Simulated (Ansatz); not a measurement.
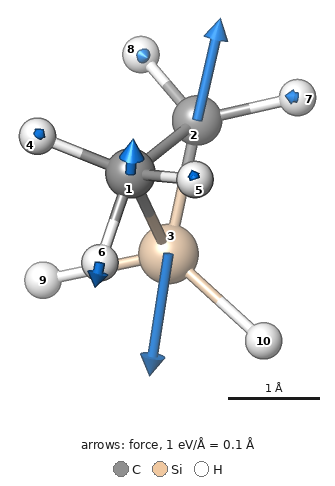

Starting geometry of C$_{2}$H$_{7}$Si (charge +1) with the computed forces as blue arrows. A ball-and-stick model, seen from a free direction.

It is one of the separated reactants of a reaction.

All numbers below come from RKS PBE-D4/def2-SVP (Ansatz). (force threshold 0.03 eV/Å; at most 250 steps)

Question: Is this structure relaxed? If not, where do the atoms go?

Answer: It isn't relaxed: the largest force vector, on Si3, is 14.35 eV/Å. The final displacements follow the starting forces only in part (cosine between the two patterns 0.40). The largest moves after the best rigid fit, 0.39 Å, are those of H9 and H10. Largest moves by element: H 0.39 Å, Si 0.26 Å, C 0.16 Å. Some distances before and after: C1–Si3 1.868 → 2.206 Å, C2–Si3 1.532 → 1.827 Å, C1–H6 1.060 → 1.169 Å, C1–C2 1.666 → 1.560 Å. Among the angles between lasting bonds that change: Si3–C1–H6 75.4° → 60.7°, C1–Si3–C2 57.7° → 44.3°, C2–C1–H6 126.4° → 115.5°. After 4 accepted moves (5 points after the start) the energy has fallen by 2.630 eV. Largest force component: 8.9 eV/Å at the start, 0.019 eV/Å at the end. The line search rejected the trial step at point 3 of the run.
